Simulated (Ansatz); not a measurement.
# BH₄NS: two torsions

Aim: map the energy of BH₄NS, SMILES NBS over two coordinates, and find its wells, ridges and stiffness.

Computed with Ansatz 0.2.0. Level: RHF/def2-TZVP.

### 1 Starting geometry

SMILES `NBS`, 7 atoms, charge 0, spin multiplicity 1.

Atoms are counted from 1 here; the program's logs count them from 0.

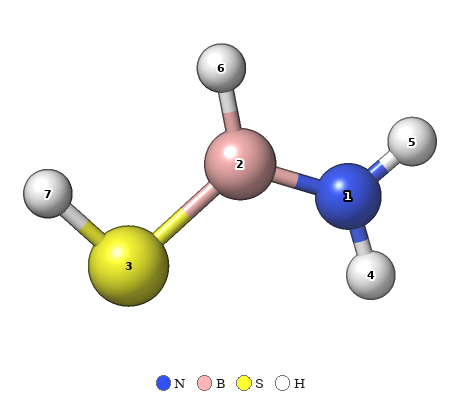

Start geometry, drawn with nitrogen blue, boron pink, sulfur yellow, hydrogen white; atoms are numbered from 1 in the order of the file.

As a file:

```
atom    x (Å)    y (Å)    z (Å)
  N1  -0.9259   0.3946  -0.6171
  B2   0.1607   0.1393   0.2331
  S3   1.0990  -1.4232   0.0822
  H4  -1.2526  -0.2435  -1.3435
  H5  -1.4670   1.2559  -0.5570
  H6   0.4744   0.9623   1.0698
  H7   1.9728  -1.1535   1.0869
```

This geometry comes from a loose relaxation at PBE in a small basis, which is not shown.

### 2 Relaxing the molecule

Contents of input.yaml:

```yaml
crystal:
  periodic: [false, false, false]
  atoms:
    - { symbol: "N", position_ang: [-0.925853, 0.39462, -0.617113] }
    - { symbol: B, position_ang: [0.160658, 0.139332, 0.233052] }
    - { symbol: S, position_ang: [1.098988, -1.423163, 0.08217] }
    - { symbol: H, position_ang: [-1.252606, -0.243507, -1.343532] }
    - { symbol: H, position_ang: [-1.467001, 1.255884, -0.557014] }
    - { symbol: H, position_ang: [0.474357, 0.962327, 1.069815] }
    - { symbol: H, position_ang: [1.972758, -1.153493, 1.086922] }
basis:
  gaussian: { orbitals: def2-TZVP }
hamiltonian:
  xc: hf
output:
  forces: true
relax:
  f_tol: 0.003
  max_steps: 120
```

Command:

```sh
$ ansatz run input.yaml --threads 1 --pin off --max-ram 2560MiB --backend cpu --events-out ev --progress --plain --runs-dir out
```

The log of the run:

```text
Warning: RAYON_NUM_THREADS=1 ignored (pool sized by the plan → 1); use --threads N
The last accepted step is kept in <dir> (removed where the run ends without a failure and the disk answers)
Engine: ansatz 0.2.0, aarch64-unknown-linux-gnu
Functional definition: HF
  exchange = exact_x
  correlation = 0
905 factors; their error is unknown
mean field evaluation 1: about -13034.4821 eV, gradient 3.3e1 eV
mean field evaluation 2: about -13036.4391 eV, gradient 1.7e1 eV
mean field evaluation 4: about -13037.0853 eV, gradient 6.1e-1 eV
mean field evaluation 8: about -13037.2230 eV, gradient 4.2e-1 eV
mean field -13037.22318875 eV, -479.1091152393 hartree, gradient 1.2e-5 eV, S^2 0.000000; 0 other end points of the search recorded, 0 dependent functions left out
the calculation of the forces begins
reference -13037.22318875 eV, -479.1091152393 hartree; 16, 16 occupied and 107, 107 virtual orbitals, 905 factors
relax step   1: F+E_penalty+E_count = -13037.22318875 eV  Δ(F+E_penalty+E_count) = +0.000e0 eV  max|allowed force component| = 1.103e0 eV/Å  Δτ_max = 0.0000 Å  (33 SCF iters, accepted)
these checks for a lower state are left out or cut short: starts, cluster_reference, orbital_swaps, neighbouring_geometries, increment
905 factors; their error is unknown
mean field evaluation 16: about -13037.1515 eV, gradient 1.4e-2 eV
mean field -13037.28836170 eV, -479.1115103010 hartree, gradient 1.5e-5 eV, S^2 0.000000; 0 other end points of the search recorded, 0 dependent functions left out
the calculation of the forces begins
reference -13037.28836170 eV, -479.1115103010 hartree; 16, 16 occupied and 107, 107 virtual orbitals, 905 factors
relax step   2: F+E_penalty+E_count = -13037.28836170 eV  Δ(F+E_penalty+E_count) = -6.517e-2 eV  max|allowed force component| = 2.431e-1 eV/Å  Δτ_max = 0.0314 Å  (29 SCF iters, accepted)
these checks for a lower state are left out or cut short: starts, cluster_reference, orbital_swaps, neighbouring_geometries, increment
905 factors; their error is unknown
mean field -13037.29302771 eV, -479.1116817739 hartree, gradient 1.5e-5 eV, S^2 0.000000; 0 other end points of the search recorded, 0 dependent functions left out
the calculation of the forces begins
reference -13037.29302771 eV, -479.1116817739 hartree; 16, 16 occupied and 107, 107 virtual orbitals, 905 factors
relax step   3: F+E_penalty+E_count = -13037.29302771 eV  Δ(F+E_penalty+E_count) = -4.666e-3 eV  max|allowed force component| = 5.764e-2 eV/Å  Δτ_max = 0.0244 Å  (30 SCF iters, accepted)
these checks for a lower state are left out or cut short: starts, cluster_reference, orbital_swaps, neighbouring_geometries, increment
905 factors; their error is unknown
mean field evaluation 32: about -13037.2933 eV, gradient 1.5e-5 eV
mean field -13037.29330063 eV, -479.1116918033 hartree, gradient 1.5e-5 eV, S^2 0.000000; 0 other end points of the search recorded, 0 dependent functions left out
the calculation of the forces begins
reference -13037.29330063 eV, -479.1116918033 hartree; 16, 16 occupied and 107, 107 virtual orbitals, 905 factors
relax step   4: F+E_penalty+E_count = -13037.29330063 eV  Δ(F+E_penalty+E_count) = -2.729e-4 eV  max|allowed force component| = 2.445e-2 eV/Å  Δτ_max = 0.0072 Å  (31 SCF iters, accepted)
these checks for a lower state are left out or cut short: starts, cluster_reference, orbital_swaps, neighbouring_geometries, increment
905 factors; their error is unknown
mean field -13037.29333869 eV, -479.1116932019 hartree, gradient 1.5e-5 eV, S^2 0.000000; 0 other end points of the search recorded, 0 dependent functions left out
the calculation of the forces begins
reference -13037.29333869 eV, -479.1116932019 hartree; 16, 16 occupied and 107, 107 virtual orbitals, 905 factors
relax step   5: F+E_penalty+E_count = -13037.29333869 eV  Δ(F+E_penalty+E_count) = -3.806e-5 eV  max|allowed force component| = 1.136e-2 eV/Å  Δτ_max = 0.0025 Å  (31 SCF iters, accepted)
these checks for a lower state are left out or cut short: starts, cluster_reference, orbital_swaps, neighbouring_geometries, increment
905 factors; their error is unknown
mean field -13037.29334055 eV, -479.1116932703 hartree, gradient 1.5e-5 eV, S^2 0.000000; 0 other end points of the search recorded, 0 dependent functions left out
the calculation of the forces begins
reference -13037.29334055 eV, -479.1116932703 hartree; 16, 16 occupied and 107, 107 virtual orbitals, 905 factors
relax step   6: F+E_penalty+E_count = -13037.29334055 eV  Δ(F+E_penalty+E_count) = -1.860e-6 eV  max|allowed force component| = 6.425e-4 eV/Å  Δτ_max = 0.0003 Å  (31 SCF iters, accepted)
905 factors; their error is unknown
mean field evaluation 64: about -13034.6678 eV, gradient 3.3e1 eV
mean field -13037.29334055 eV, -479.1116932703 hartree, gradient 1.5e-5 eV, S^2 0.000000; 1 other end points of the search recorded, 0 dependent functions left out
the calculation of the forces begins
reference -13037.29334055 eV, -479.1116932703 hartree; 16, 16 occupied and 107, 107 virtual orbitals, 905 factors
Total energy: -13037.29334055 eV, -479.1116932703 hartree
Atom 0 at    -0.924386     0.397350    -0.614182 Å, force     0.000324     0.000380     0.000562 eV/Å
Atom 1 at     0.148681     0.156067     0.234023 Å, force    -0.000181     0.000383    -0.000347 eV/Å
Atom 2 at     1.097773    -1.405931     0.095583 Å, force     0.000221    -0.000642    -0.000057 eV/Å
Atom 3 at    -1.231260    -0.232494    -1.317313 Å, force    -0.000280    -0.000027    -0.000092 eV/Å
Atom 4 at    -1.456116     1.232697    -0.562773 Å, force     0.000059    -0.000275    -0.000288 eV/Å
Atom 5 at     0.456613     0.959128     1.052111 Å, force    -0.000255     0.000157     0.000243 eV/Å
Atom 6 at     1.969996    -1.174816     1.066851 Å, force     0.000112     0.000024    -0.000022 eV/Å
Dipole moment:    -0.244752     0.267332    -0.053526 e Å
```

Run time: 12 s. Hardware: 1 thread of Arm Neoverse V1, shared host; peak memory 0.19 GiB.

Step by step:

```
step  energy from step 1 (eV)  largest force component (eV/Å)
   1                   0.0000                          1.1029
   2                  -0.0652                          0.2431
   3                  -0.0698                          0.0576
   4                  -0.0701                          0.0245
   5                  -0.0701                          0.0114
   6                  -0.0702                          0.0006
```

Close pairs (by a distance rule), those that changed most:

```
 bond  before (Å)  after (Å)  change (Å)
S3–H7       1.359      1.326      -0.033
N1–H4       1.021      0.993      -0.028
B2–H6       1.215      1.187      -0.028
N1–H5       1.019      0.992      -0.027
N1–B2       1.403      1.389      -0.014
B2–S3       1.829      1.833      +0.004
```

### 3 Plan of the scan

First coordinate, dihedral N1–B2–S3–H7: 18 values from −180 to 160 °, periodic. Second coordinate, dihedral H4–N1–B2–S3: 18 values from −180 to 160 °, periodic.

Nothing else is relaxed (all other coordinates rigid). Energies count from the relaxed molecule at the same level. Points are written as (first, second).

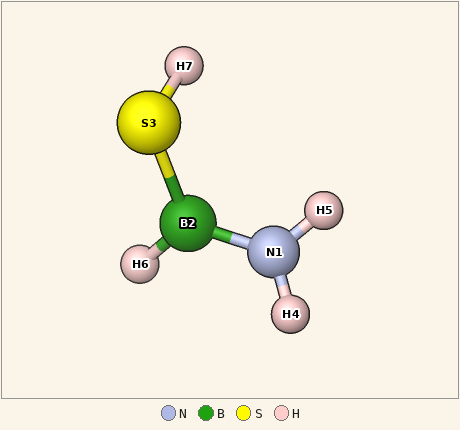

The geometry at (80°, 140°).

Below, 2 of the grid's runs; all are launched alike.

### 4 Grid point (−180°, 0°)

Contents of input.yaml:

```yaml
crystal:
  periodic: [false, false, false]
  atoms:
    - { symbol: "N", position_ang: [-0.924386, 0.39735, -0.614182] }
    - { symbol: B, position_ang: [0.148681, 0.156067, 0.234023] }
    - { symbol: S, position_ang: [1.097822, -1.405897, 0.095532] }
    - { symbol: H, position_ang: [-1.23126, -0.232494, -1.317313] }
    - { symbol: H, position_ang: [-1.456116, 1.232697, -0.562773] }
    - { symbol: H, position_ang: [0.456581, 0.959106, 1.052144] }
    - { symbol: H, position_ang: [1.970149, -1.174709, 1.066689] }
basis:
  gaussian: { orbitals: def2-TZVP }
hamiltonian:
  xc: hf
output:
  forces: true
```

Command:

```sh
$ ansatz run input.yaml --threads 1 --pin off --max-ram 2560MiB --backend cpu --events-out ev --progress --plain --runs-dir out
```

The log of the run:

```text
Warning: RAYON_NUM_THREADS=1 ignored (pool sized by the plan → 1); use --threads N
[... 4 set-up lines as earlier in the session ...]
905 factors; their error is unknown
mean field evaluation 1: about -13034.5221 eV, gradient 3.3e1 eV
mean field evaluation 2: about -13036.5239 eV, gradient 1.7e1 eV
mean field evaluation 4: about -13037.1538 eV, gradient 6.0e-1 eV
mean field evaluation 8: about -13037.2931 eV, gradient 4.3e-1 eV
mean field -13037.29334056 eV, -479.1116932709 hartree, gradient 1.1e-5 eV, S^2 0.000000; 0 other end points of the search recorded, 0 dependent functions left out
the calculation of the forces begins
reference -13037.29334056 eV, -479.1116932709 hartree; 16, 16 occupied and 107, 107 virtual orbitals, 905 factors
Total energy: -13037.29334056 eV, -479.1116932709 hartree
Atom 0 at    -0.924386     0.397350    -0.614182 Å, force     0.000278     0.000348     0.000594 eV/Å
Atom 1 at     0.148681     0.156067     0.234023 Å, force    -0.000157     0.000395    -0.000377 eV/Å
Atom 2 at     1.097822    -1.405897     0.095532 Å, force     0.000227    -0.000631    -0.000085 eV/Å
Atom 3 at    -1.231260    -0.232494    -1.317313 Å, force    -0.000231    -0.000003    -0.000144 eV/Å
Atom 4 at    -1.456116     1.232697    -0.562773 Å, force     0.000009    -0.000299    -0.000227 eV/Å
Atom 5 at     0.456581     0.959106     1.052144 Å, force    -0.000199     0.000199     0.000197 eV/Å
Atom 6 at     1.970149    -1.174709     1.066689 Å, force     0.000071    -0.000008     0.000041 eV/Å
Dipole moment:    -0.244744     0.267338    -0.053535 e Å
```

Run time: 1.6 s. Hardware: 1 thread of Arm Neoverse V1, shared host; peak memory 0.18 GiB.

Energy on the map's scale: 0.00 eV.

### 5 The run at (80°, 140°)

Contents of input.yaml:

```yaml
crystal:
  periodic: [false, false, false]
  atoms:
    - { symbol: "N", position_ang: [-0.924386, 0.39735, -0.614182] }
    - { symbol: B, position_ang: [0.148681, 0.156067, 0.234023] }
    - { symbol: S, position_ang: [1.305536, 1.511687, 0.662697] }
    - { symbol: H, position_ang: [-1.23126, -0.232494, -1.317313] }
    - { symbol: H, position_ang: [-1.456116, 1.232697, -0.562773] }
    - { symbol: H, position_ang: [0.322144, -0.927977, 0.685416] }
    - { symbol: H, position_ang: [0.563678, 2.095635, 1.593396] }
basis:
  gaussian: { orbitals: def2-TZVP }
hamiltonian:
  xc: hf
output:
  forces: true
```

Command:

```sh
$ ansatz run input.yaml --threads 1 --pin off --max-ram 2560MiB --backend cpu --events-out ev --progress --plain --runs-dir out
```

The log of the run:

```text
Warning: RAYON_NUM_THREADS=1 ignored (pool sized by the plan → 1); use --threads N
[... 4 set-up lines as earlier in the session ...]
905 factors; their error is unknown
mean field evaluation 1: about -13033.5007 eV, gradient 3.4e1 eV
mean field evaluation 2: about -13035.5905 eV, gradient 1.8e1 eV
mean field evaluation 4: about -13036.2337 eV, gradient 7.2e-1 eV
mean field evaluation 8: about -13036.3732 eV, gradient 4.3e-1 eV
mean field -13036.37342058 eV, -479.0778868350 hartree, gradient 1.5e-5 eV, S^2 0.000000; 0 other end points of the search recorded, 0 dependent functions left out
the calculation of the forces begins
reference -13036.37342058 eV, -479.0778868350 hartree; 16, 16 occupied and 107, 107 virtual orbitals, 905 factors
Total energy: -13036.37342058 eV, -479.0778868350 hartree
Atom 0 at    -0.924386     0.397350    -0.614182 Å, force    -0.418862    -0.028954    -0.198777 eV/Å
Atom 1 at     0.148681     0.156067     0.234023 Å, force    -0.602150    -0.633628     0.083724 eV/Å
Atom 2 at     1.305536     1.511687     0.662697 Å, force     0.669391     0.800182     0.609890 eV/Å
Atom 3 at    -1.231260    -0.232494    -1.317313 Å, force    -0.451696    -0.383438     0.540844 eV/Å
Atom 4 at    -1.456116     1.232697    -0.562773 Å, force     0.434144     0.416568    -0.606519 eV/Å
Atom 5 at     0.322144    -0.927977     0.685416 Å, force     0.448577    -0.258705    -0.512642 eV/Å
Atom 6 at     0.563678     2.095635     1.593396 Å, force    -0.079404     0.087975     0.083480 eV/Å
Dipole moment:    -0.513011    -0.045450    -0.146194 e Å
```

Wall time 1.5 s (1 thread of Arm Neoverse V1, shared host); peak memory 0.18 GiB.

Energy on the map's scale: 0.92 eV.

### 6 The map

164 points were computed, 160 more follow by symmetry. Energies in eV, from the relaxed molecule at the same level; the table lists every other line.

```tsv
dihedral H4–N1–B2–S3 (°) ↓, dihedral N1–B2–S3–H7 (°) →	−180	−140	−100	−60	−20	20	60	100	140
140	0.40	0.67	0.93	0.76	0.46	0.52	0.84	0.86	0.52
100	1.06	1.39	1.83	1.61	1.17	1.19	1.65	1.79	1.32
60	0.77	0.95	1.37	1.31	0.91	0.86	1.23	1.44	1.10
20	0.11	0.21	0.48	0.46	0.20	0.17	0.41	0.52	0.30
−20	0.11	0.30	0.52	0.41	0.17	0.20	0.46	0.48	0.21
−60	0.77	1.10	1.44	1.23	0.86	0.91	1.31	1.37	0.95
−100	1.06	1.32	1.79	1.65	1.19	1.17	1.61	1.83	1.39
−140	0.40	0.52	0.86	0.84	0.52	0.46	0.76	0.93	0.67
−180	0.00	0.14	0.36	0.31	0.08	0.08	0.31	0.36	0.14
```

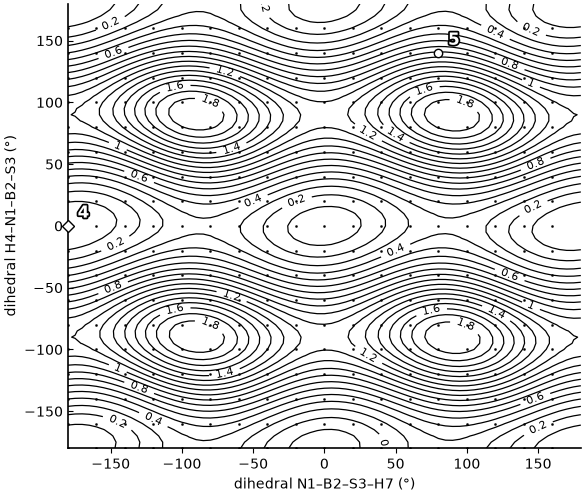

The map; numbers mark the steps of this session that print a point's run. The picture shows contour lines labelled in eV, dots at the grid points.

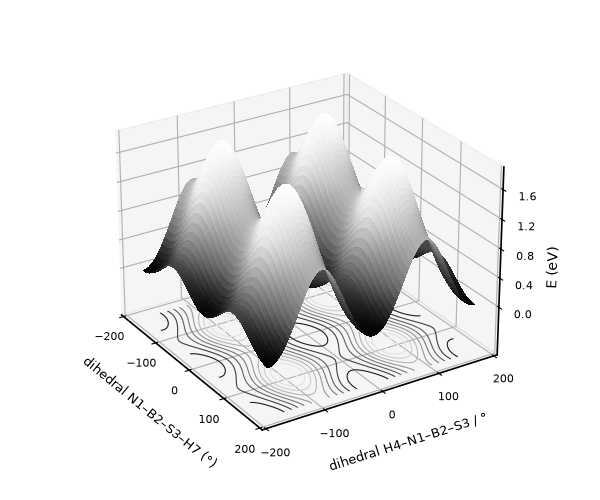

The same map in relief. In the figure: a relief with its contours projected below.

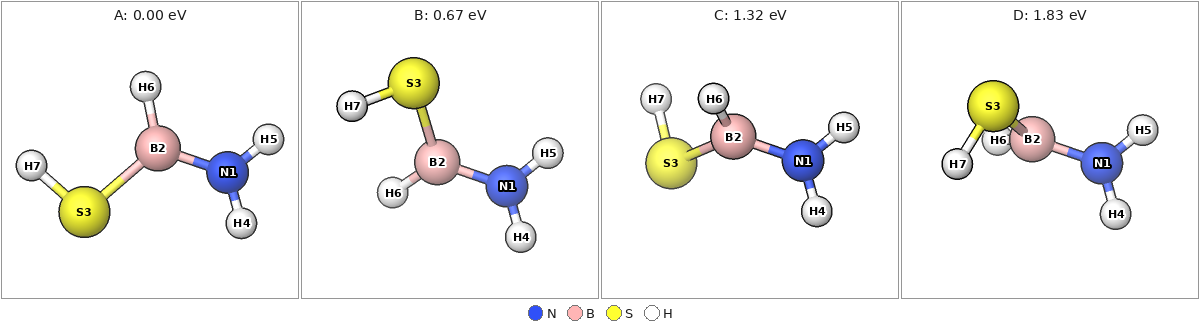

Structures on the grid, at one scale: A at (−180°, 0°); B at (−140°, 140°); C at (−120°, −60°); D at (−100°, 100°).

The largest force on an atom (eV/Å) at each point:

```
dihedral H4–N1–B2–S3 (°) ↓, dihedral N1–B2–S3–H7 (°) →  −180  −140  −100   −60   −20    20    60   100   140
                                                   140  0.80  0.78  1.67  1.18  0.85  0.87  1.16  1.12  0.71
                                                   100  2.24  2.29  2.18  2.27  2.38  2.39  2.28  2.14  2.20
                                                    60  1.56  1.43  1.30  1.50  1.68  1.67  1.47  1.83  1.60
                                                    20  0.37  0.52  1.07  1.01  0.61  0.39  1.02  1.40  0.62
                                                   −20  0.37  0.62  1.40  1.02  0.39  0.61  1.01  1.07  0.52
                                                   −60  1.56  1.60  1.83  1.47  1.67  1.68  1.50  1.30  1.43
                                                  −100  2.24  2.20  2.14  2.28  2.39  2.38  2.27  2.18  2.29
                                                  −140  0.80  0.71  1.12  1.16  0.87  0.85  1.18  1.67  0.78
                                                  −180  0.20  0.54  1.16  0.92  0.42  0.42  0.92  1.16  0.54
```

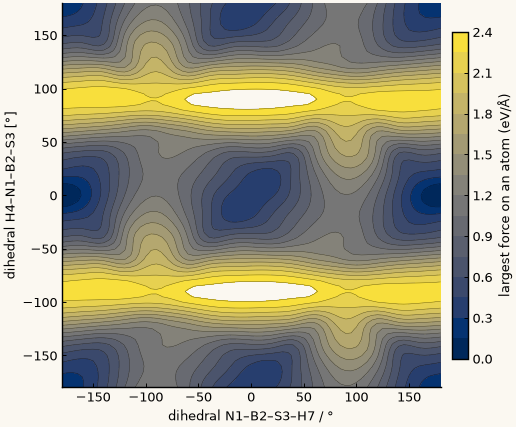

The largest force on an atom over the grid. The picture shows filled contours. Between grid points the surface is interpolated.

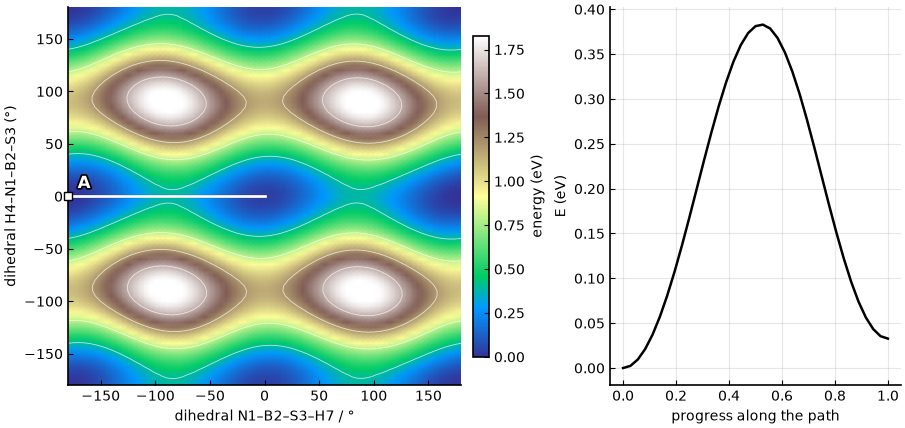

The easiest path on the interpolated surface, from A. Drawn: a smooth colour map, a line along the lowest path, the energy along the path at the right.

### 7 What came out

| quantity | value |
| --- | --- |
| lowest point | (−180°, 0°), 0.00 eV |
| highest computed point | (−100°, 100°), 1.83 eV above the lowest |
| largest force on an atom (eV/Å) | 0.00 at (−180°, 0°) to 2.39 at (0°, −100°); 0.00 at the lowest point |
| time for the whole task | 5 min on 1 thread, shared host |

In words: The lowest computed point is at (−180°, 0°), which is the relaxed molecule at the same level itself; the map holds 2 wells of about this depth. A higher local minimum lies near (0°, 0°) (0.033 eV above the lowest at that grid point). The highest computed point, (−100°, 100°), lies 1.83 eV above the lowest. On the interpolated surface the easiest way out of the lowest well to the well at (0°, 0°) passes a barrier of about 0.38 eV. Round the minimum the valley is somewhat tilted: raising dihedral N1–B2–S3–H7 shifts the best value of dihedral H4–N1–B2–S3 upwards (coupling k₁₂/√(k₁₁k₂₂) about −0.3).
